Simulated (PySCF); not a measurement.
## Geometry relaxation, with input and output: C6H12F4Si4 (part 1 of 2)

C6H12F4Si4 ((FSi)4CH26 adamantane), computed with PBE0-D3(BJ)/def2-SVP geometry optimisation, gas phase (PySCF 2.14.0).

It belongs to a series of runs on one base structure; here: F, CH2.

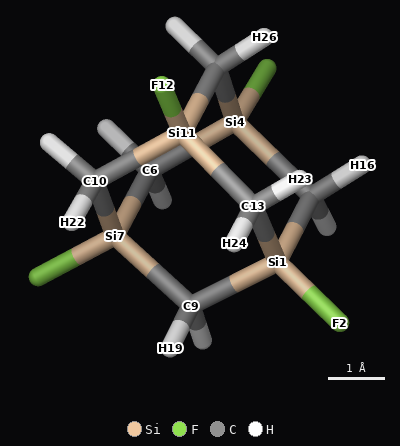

The structure as given in the input (stick view, seen at an oblique angle; atoms are numbered from 1 in the order of the input). Bond lengths as drawn: C–H 1.00 to 1.14 Å, C–Si 1.79 to 2.07 Å and F–Si 1.55 to 1.66 Å.

## Summary

- outcome: converged
- total energy: −1791.673442 hartree
- dipole moment: 0.00 D
- point group: Td
- hardware: 2 CPU threads, shared host
- wall time: 7.6 min (CPU time 18 min)
- peak memory: 2.3 GiB

## The input
```
{"job": {"xc": "PBE0", "basis": "def2-SVP", "d3": "d3bj", "grid": 1, "maxiter": 40, "shake": 0.03, "kind": "geom"}, "charge": 0, "multiplicity": 1}
Si    -0.977120    -1.644630     0.209170
F     -1.952690    -2.935250     0.360140
C      0.139830    -1.459790     1.598430
Si     1.339600     0.123870     1.412190
F      2.302280     0.198310     2.619760
C      2.164700     0.069940    -0.229080
Si     0.960350    -0.068720    -1.643400
F      1.782120    -0.099930    -3.079680
C     -0.109710    -1.619890    -1.391250
C     -0.210930     1.445990    -1.593660
Si    -1.159450     1.504730     0.051130
F     -2.093190     2.824280     0.067720
C     -2.261310    -0.024080     0.190750
C      0.056970     1.642550     1.471860
H      0.827190    -2.364060     1.642840
H     -0.324050    -1.397110     2.600540
H      2.803870     0.974000    -0.342140
H      2.826070    -0.777690    -0.222790
H     -0.808880    -1.758480    -2.270530
H      0.459430    -2.495310    -1.470050
H      0.328340     2.364190    -1.793410
H     -0.882720     1.349840    -2.480310
H     -2.720930     0.014340     1.082870
H     -2.925240    -0.111780    -0.598930
H      0.741540     2.510290     1.376150
H     -0.447520     1.740330     2.401640
```

The first line tells a small driver script what to run in PySCF; the rest is the geometry in Å.

Launched with:
```bash
OMP_NUM_THREADS=2 python <driver script> task.json out
```

## Log
```
step   0  E = -1791.62174483  max force = 0.113425
step   1  E = -1791.66873584  max force = 0.033363
step   2  E = -1791.67254679  max force = 0.005571
step   3  E = -1791.67306925  max force = 0.001997
step   4  E = -1791.67315483  max force = 0.000968
step   5  E = -1791.67319118  max force = 0.000947
step   6  E = -1791.67321015  max force = 0.000678
step   7  E = -1791.67323346  max force = 0.000536
step   8  E = -1791.67326428  max force = 0.000817
step   9  E = -1791.67331724  max force = 0.001587
step  10  E = -1791.67336390  max force = 0.001510
step  11  E = -1791.67340553  max force = 0.000573
step  12  E = -1791.67342192  max force = 0.000278
step  13  E = -1791.67343031  max force = 0.000502
step  14  E = -1791.67344217  max force = 0.000446
optimisation converged
```

## Trajectory as extended XYZ (Å, eV, eV/Å), 15 frames, from step=0 to step=14
```
26
Properties=species:S:1:pos:R:3:forces:R:3 step=0 energy=-48752.51090
Si   -0.9771   -1.6446    0.2092   -3.1608   2.4165  -0.2623
F    -1.9527   -2.9352    0.3601    0.0857  -0.3921  -0.0502
C     0.1398   -1.4598    1.5984    2.9417   0.1092   1.0905
Si    1.3396    0.1239    1.4122   -5.3315  -0.0839  -1.8457
F     2.3023    0.1983    2.6198    2.1843   0.0746   2.4099
C     2.1647    0.0699   -0.2291    0.2437   0.8893  -0.0815
Si    0.9604   -0.0687   -1.6434   -0.8500   0.5939  -0.3006
F     1.7821   -0.0999   -3.0797   -0.3961  -0.1293   0.7159
C    -0.1097   -1.6199   -1.3913   -0.6905   1.3302  -1.7108
C    -0.2109    1.4460   -1.5937   -0.0802  -1.2409  -0.3097
Si   -1.1595    1.5047    0.0511    0.1022  -0.7062  -0.5343
F    -2.0932    2.8243    0.0677   -0.3549   0.6257  -0.0364
C    -2.2613   -0.0241    0.1908    5.8326  -0.9725  -1.4856
C     0.0570    1.6425    1.4719    2.2709  -1.1829  -1.5725
H     0.8272   -2.3641    1.6428   -0.5395   0.6200  -0.0387
H    -0.3241   -1.3971    2.6005   -0.1562   0.0457  -0.2407
H     2.8039    0.9740   -0.3421   -0.2011  -0.2096  -0.0733
H     2.8261   -0.7777   -0.2228    0.7058  -0.8455  -0.0929
H    -0.8089   -1.7585   -2.2705    0.2312   0.4819   0.7915
H     0.4594   -2.4953   -1.4701    1.6140  -1.7940  -0.0045
H     0.3283    2.3642   -1.7934    0.5262   0.5907   0.1392
H    -0.8827    1.3498   -2.4803   -0.0523  -0.0882   0.4843
H    -2.7209    0.0143    1.0829   -2.1989   0.0089   3.7880
H    -2.9252   -0.1118   -0.5989   -1.7006  -0.2089  -1.9791
H     0.7415    2.5103    1.3761   -0.3972   0.1538  -0.1633
H    -0.4475    1.7403    2.4016   -0.6285  -0.0863   1.3627
26
Properties=species:S:1:pos:R:3:forces:R:3 step=1 energy=-48753.78959
Si   -1.0210   -1.5629    0.1942   -1.0254   0.6222  -0.0982
F    -1.9661   -2.8843    0.3333    0.0952  -0.1914  -0.0053
C     0.1549   -1.4115    1.6028    1.0233  -0.0423   0.2873
Si    1.2566    0.1208    1.4185   -1.7156  -0.1721  -0.6977
F     2.2666    0.1917    2.6561    0.7837   0.0518   0.7871
C     2.1402    0.0570   -0.2155    0.3907  -0.0417   0.0499
Si    0.9341   -0.0524   -1.6372    0.0420   0.0481   0.0717
F     1.7573   -0.1015   -3.0490   -0.0729  -0.0189   0.0937
C    -0.1062   -1.5844   -1.4215    0.2661  -0.4968  -0.4108
C    -0.2027    1.4229   -1.5960    0.0466   0.0012  -0.2397
Si   -1.1352    1.4740    0.0299   -0.1141   0.3021  -0.1443
F    -2.0768    2.8067    0.0500   -0.0760   0.0799  -0.0175
C    -2.1881   -0.0548    0.1987    0.9264  -0.4078   0.0861
C     0.0861    1.5977    1.4379    0.6008  -0.1704  -0.0636
H     0.8209   -2.2968    1.6426   -0.1090   0.0175  -0.0378
H    -0.3302   -1.3482    2.5896   -0.2072  -0.0096  -0.0382
H     2.7736    0.9540   -0.3298   -0.0052   0.0112  -0.0230
H     2.8190   -0.8163   -0.2173   -0.0415   0.0339  -0.0645
H    -0.8079   -1.6784   -2.2689   -0.1329   0.1257   0.0811
H     0.5236   -2.4932   -1.4903    0.0608   0.1268   0.1233
H     0.3619    2.3560   -1.7721    0.0064  -0.0247   0.1510
H    -0.8993    1.3276   -2.4491   -0.1032   0.0075   0.1122
H    -2.7042   -0.0371    1.1702   -0.2418   0.0073  -0.0375
H    -2.8984   -0.1506   -0.6352   -0.1629   0.0554   0.0612
H     0.7285    2.4900    1.3190   -0.2218   0.1186  -0.0282
H    -0.4287    1.6800    2.4091   -0.0126  -0.0336   0.0018
26
Properties=species:S:1:pos:R:3:forces:R:3 step=2 energy=-48753.89329
Si   -1.0395   -1.5463    0.1855   -0.0780  -0.1650  -0.0965
F    -1.9571   -2.8911    0.3175    0.0481  -0.0306   0.0139
C     0.1674   -1.4239    1.5957    0.2103  -0.0452   0.1588
Si    1.2221    0.1114    1.4215   -0.2865  -0.0771  -0.2487
F     2.2565    0.1839    2.6701    0.2259   0.0439   0.2191
C     2.1433    0.0523   -0.2016    0.1539  -0.0289   0.0130
Si    0.9366   -0.0508   -1.6277    0.0473  -0.0507   0.1245
F     1.7624   -0.1021   -3.0328    0.0060   0.0162  -0.0589
C    -0.1002   -1.5907   -1.4298    0.1182  -0.2359  -0.1050
C    -0.2012    1.4280   -1.5972    0.0182   0.0214  -0.1234
Si   -1.1327    1.4895    0.0220   -0.0613   0.2376  -0.0286
F    -2.0848    2.8191    0.0413    0.0079  -0.0876  -0.0006
C    -2.1594   -0.0580    0.2026   -0.0048   0.0733   0.1253
C     0.0959    1.5990    1.4249    0.0823   0.0750   0.0618
H     0.8226   -2.3117    1.6244   -0.0149  -0.0274  -0.0384
H    -0.3458   -1.3736    2.5709   -0.1036  -0.0322  -0.0266
H     2.7751    0.9508   -0.3115   -0.0157   0.0129   0.0072
H     2.8211   -0.8216   -0.2112   -0.0651   0.0371  -0.0333
H    -0.8123   -1.6692   -2.2688   -0.0495   0.0304  -0.0080
H     0.5419   -2.4933   -1.4802   -0.0664   0.1436   0.0712
H     0.3674    2.3617   -1.7538   -0.0057  -0.0293   0.0573
H    -0.9141    1.3397   -2.4356   -0.0316   0.0190   0.0145
H    -2.6990   -0.0407    1.1695   -0.0459   0.0311  -0.1780
H    -2.8887   -0.1429   -0.6226   -0.0314   0.0494   0.1068
H     0.7066    2.5112    1.3012   -0.0530   0.0164   0.0197
H    -0.4255    1.6754    2.3957   -0.0046   0.0027  -0.0470
26
Properties=species:S:1:pos:R:3:forces:R:3 step=3 energy=-48753.90751
Si   -1.0416   -1.5546    0.1776   -0.0290  -0.0167  -0.0625
F    -1.9462   -2.9091    0.3053    0.0177   0.0344   0.0138
C     0.1725   -1.4427    1.5926    0.0022   0.0620   0.0796
Si    1.2131    0.1048    1.4251    0.0092  -0.0111  -0.0398
F     2.2573    0.1840    2.6775    0.0121   0.0213   0.0053
C     2.1473    0.0523   -0.1943    0.0160  -0.0096  -0.0006
Si    0.9415   -0.0520   -1.6221   -0.0074  -0.0140   0.0657
F     1.7676   -0.0963   -3.0280    0.0066   0.0104  -0.0402
C    -0.0929   -1.5988   -1.4359   -0.0037  -0.0170  -0.0178
C    -0.1980    1.4314   -1.5972   -0.0031  -0.0200  -0.0300
Si   -1.1332    1.5035    0.0204    0.0087   0.0508  -0.0022
F    -2.0903    2.8279    0.0379    0.0108  -0.0612   0.0001
C    -2.1586   -0.0479    0.2031    0.0134  -0.0775   0.0822
C     0.0953    1.6040    1.4268   -0.0137   0.0089   0.0352
H     0.8250   -2.3320    1.6122    0.0069  -0.0096  -0.0296
H    -0.3599   -1.4067    2.5592   -0.0346  -0.0238  -0.0244
H     2.7747    0.9543   -0.2999   -0.0146   0.0073   0.0114
H     2.8239   -0.8203   -0.2107   -0.0261   0.0044  -0.0092
H    -0.8069   -1.6720   -2.2747    0.0101   0.0002  -0.0102
H     0.5531   -2.4949   -1.4753   -0.0364   0.0458   0.0315
H     0.3754    2.3629   -1.7430    0.0121  -0.0097   0.0090
H    -0.9149    1.3504   -2.4328    0.0043   0.0169  -0.0052
H    -2.7126   -0.0235    1.1607    0.0153   0.0067  -0.1027
H    -2.8963   -0.1189   -0.6158    0.0069   0.0134   0.0423
H     0.6968    2.5220    1.3081    0.0230  -0.0096   0.0266
H    -0.4336    1.6784    2.3933   -0.0065  -0.0028  -0.0281
26
Properties=species:S:1:pos:R:3:forces:R:3 step=4 energy=-48753.90984
Si   -1.0428   -1.5548    0.1708    0.0235  -0.0219  -0.0324
F    -1.9458   -2.9095    0.2976    0.0037   0.0113   0.0108
C     0.1686   -1.4451    1.5905   -0.0087   0.0365   0.0330
Si    1.2097    0.1024    1.4279    0.0498  -0.0193   0.0278
F     2.2549    0.1840    2.6818   -0.0230   0.0075  -0.0371
C     2.1471    0.0525   -0.1899   -0.0171  -0.0050  -0.0055
Si    0.9445   -0.0501   -1.6200   -0.0007  -0.0081   0.0123
F     1.7716   -0.0898   -3.0267   -0.0004   0.0022  -0.0077
C    -0.0920   -1.5961   -1.4410   -0.0273   0.0279   0.0008
C    -0.1924    1.4341   -1.5962   -0.0215  -0.0041   0.0020
Si   -1.1297    1.5037    0.0209    0.0217   0.0066  -0.0004
F    -2.0926    2.8222    0.0392   -0.0077  -0.0173  -0.0009
C    -2.1544   -0.0499    0.2002   -0.0126  -0.0112   0.0336
C     0.0943    1.6022    1.4322   -0.0263   0.0200  -0.0030
H     0.8202   -2.3354    1.6049    0.0048  -0.0020  -0.0124
H    -0.3735   -1.4174    2.5520   -0.0107  -0.0149  -0.0154
H     2.7729    0.9559   -0.2915   -0.0048   0.0025   0.0068
H     2.8216   -0.8206   -0.2092    0.0000  -0.0062   0.0010
H    -0.8031   -1.6678   -2.2825    0.0185  -0.0052  -0.0055
H     0.5529   -2.4906   -1.4740    0.0002  -0.0109   0.0077
H     0.3849    2.3639   -1.7358    0.0130  -0.0013   0.0018
H    -0.9080    1.3590   -2.4335    0.0089   0.0139  -0.0030
H    -2.7141   -0.0243    1.1520    0.0065   0.0050  -0.0222
H    -2.8932   -0.1152   -0.6170    0.0025   0.0098  -0.0027
H     0.6976    2.5200    1.3223    0.0188  -0.0093   0.0182
H    -0.4406    1.6726    2.3950   -0.0109  -0.0065  -0.0078
26
Properties=species:S:1:pos:R:3:forces:R:3 step=5 energy=-48753.91083
Si   -1.0431   -1.5552    0.1616    0.0102   0.0100  -0.0047
F    -1.9457   -2.9095    0.2870   -0.0048  -0.0065   0.0049
C     0.1632   -1.4485    1.5869   -0.0050  -0.0046  -0.0049
Si    1.2054    0.0976    1.4320    0.0274   0.0010   0.0487
F     2.2498    0.1795    2.6863   -0.0213  -0.0007  -0.0349
C     2.1455    0.0506   -0.1840   -0.0201  -0.0017  -0.0074
Si    0.9480   -0.0469   -1.6178    0.0044   0.0074  -0.0197
F     1.7782   -0.0819   -3.0235   -0.0052  -0.0022   0.0112
C    -0.0898   -1.5923   -1.4475   -0.0204   0.0233   0.0088
C    -0.1850    1.4403   -1.5928   -0.0147   0.0000   0.0146
Si   -1.1268    1.5050    0.0220    0.0212  -0.0153   0.0023
F    -2.0948    2.8188    0.0413   -0.0152   0.0136  -0.0025
C    -2.1524   -0.0494    0.1942   -0.0003   0.0024  -0.0095
C     0.0901    1.5984    1.4397   -0.0042   0.0113  -0.0246
H     0.8149   -2.3393    1.5964   -0.0005   0.0017   0.0005
H    -0.3874   -1.4300    2.5434    0.0007  -0.0059  -0.0009
H     2.7708    0.9547   -0.2802    0.0050  -0.0012   0.0019
H     2.8186   -0.8235   -0.2051    0.0097  -0.0032   0.0065
H    -0.7953   -1.6636   -2.2934    0.0080  -0.0060  -0.0050
H     0.5545   -2.4870   -1.4755    0.0159  -0.0219  -0.0059
H     0.3983    2.3676   -1.7244    0.0103  -0.0006   0.0008
H    -0.8971    1.3743   -2.4337    0.0057   0.0087  -0.0029
H    -2.7170   -0.0234    1.1413   -0.0042   0.0001   0.0294
H    -2.8896   -0.1077   -0.6245    0.0013   0.0028  -0.0225
H     0.6980    2.5146    1.3421    0.0044  -0.0039   0.0100
H    -0.4524    1.6625    2.3983   -0.0080  -0.0087   0.0058
26
Properties=species:S:1:pos:R:3:forces:R:3 step=6 energy=-48753.91134
Si   -1.0448   -1.5547    0.1517    0.0014   0.0162   0.0092
F    -1.9483   -2.9087    0.2734   -0.0074  -0.0097  -0.0014
C     0.1564   -1.4542    1.5822    0.0003  -0.0166  -0.0215
Si    1.2000    0.0916    1.4369    0.0004   0.0036   0.0349
F     2.2427    0.1714    2.6918   -0.0092  -0.0047  -0.0148
C     2.1438    0.0483   -0.1769   -0.0125   0.0005  -0.0063
Si    0.9520   -0.0425   -1.6155    0.0057   0.0076  -0.0226
F     1.7866   -0.0733   -3.0187   -0.0046  -0.0030   0.0123
C    -0.0873   -1.5878   -1.4545   -0.0057   0.0061   0.0072
C    -0.1764    1.4482   -1.5879   -0.0064   0.0009   0.0120
Si   -1.1242    1.5070    0.0233    0.0076  -0.0165   0.0034
F    -2.0952    2.8186    0.0434   -0.0090   0.0181  -0.0026
C    -2.1517   -0.0477    0.1862    0.0001   0.0118  -0.0241
C     0.0851    1.5933    1.4474    0.0076   0.0032  -0.0223
H     0.8079   -2.3452    1.5878   -0.0024   0.0022   0.0052
H    -0.4003   -1.4436    2.5350    0.0059   0.0006   0.0065
H     2.7701    0.9524   -0.2674    0.0073  -0.0031  -0.0003
H     2.8162   -0.8264   -0.1985    0.0090   0.0005   0.0070
H    -0.7872   -1.6583   -2.3049    0.0003  -0.0034  -0.0014
H     0.5572   -2.4829   -1.4801    0.0139  -0.0092  -0.0095
H     0.4136    2.3727   -1.7106    0.0058  -0.0002   0.0022
H    -0.8839    1.3921   -2.4332    0.0031   0.0049  -0.0016
H    -2.7207   -0.0231    1.1306   -0.0057  -0.0024   0.0335
H    -2.8853   -0.0997   -0.6363    0.0030  -0.0017  -0.0180
H     0.6967    2.5083    1.3622   -0.0057   0.0014   0.0041
H    -0.4645    1.6501    2.4024   -0.0029  -0.0071   0.0087
26
Properties=species:S:1:pos:R:3:forces:R:3 step=7 energy=-48753.91198
Si   -1.0488   -1.5532    0.1346   -0.0043   0.0097   0.0188
F    -1.9551   -2.9063    0.2470   -0.0068  -0.0050  -0.0090
C     0.1445   -1.4651    1.5733   -0.0028  -0.0201  -0.0276
Si    1.1902    0.0802    1.4454   -0.0219   0.0076  -0.0022
F     2.2286    0.1533    2.7028    0.0064  -0.0078   0.0152
C     2.1419    0.0443   -0.1643    0.0012   0.0039  -0.0015
Si    0.9598   -0.0345   -1.6112    0.0039   0.0044  -0.0107
F     1.8021   -0.0590   -3.0095   -0.0009  -0.0023   0.0056
C    -0.0826   -1.5795   -1.4661    0.0104  -0.0137   0.0031
C    -0.1613    1.4618   -1.5785    0.0055   0.0003   0.0027
Si   -1.1204    1.5106    0.0258   -0.0111  -0.0087   0.0025
F    -2.0932    2.8214    0.0471    0.0047   0.0116  -0.0012
C    -2.1519   -0.0436    0.1715   -0.0028   0.0162  -0.0236
C     0.0767    1.5837    1.4601    0.0148  -0.0077  -0.0058
H     0.7952   -2.3568    1.5737   -0.0031   0.0009   0.0061
H    -0.4196   -1.4651    2.5217    0.0092   0.0062   0.0104
H     2.7711    0.9474   -0.2450    0.0054  -0.0035  -0.0014
H     2.8134   -0.8314   -0.1856    0.0036   0.0029   0.0049
H    -0.7746   -1.6474   -2.3230   -0.0073   0.0016   0.0024
H     0.5626   -2.4749   -1.4905    0.0052   0.0089  -0.0086
H     0.4386    2.3818   -1.6863   -0.0010   0.0012   0.0041
H    -0.8612    1.4215   -2.4310    0.0003   0.0003   0.0002
H    -2.7277   -0.0228    1.1124   -0.0026  -0.0042   0.0148
H    -2.8784   -0.0865   -0.6584    0.0035  -0.0063  -0.0033
H     0.6918    2.4977    1.3939   -0.0132   0.0062  -0.0026
H    -0.4832    1.6285    2.4100    0.0037  -0.0028   0.0069
```
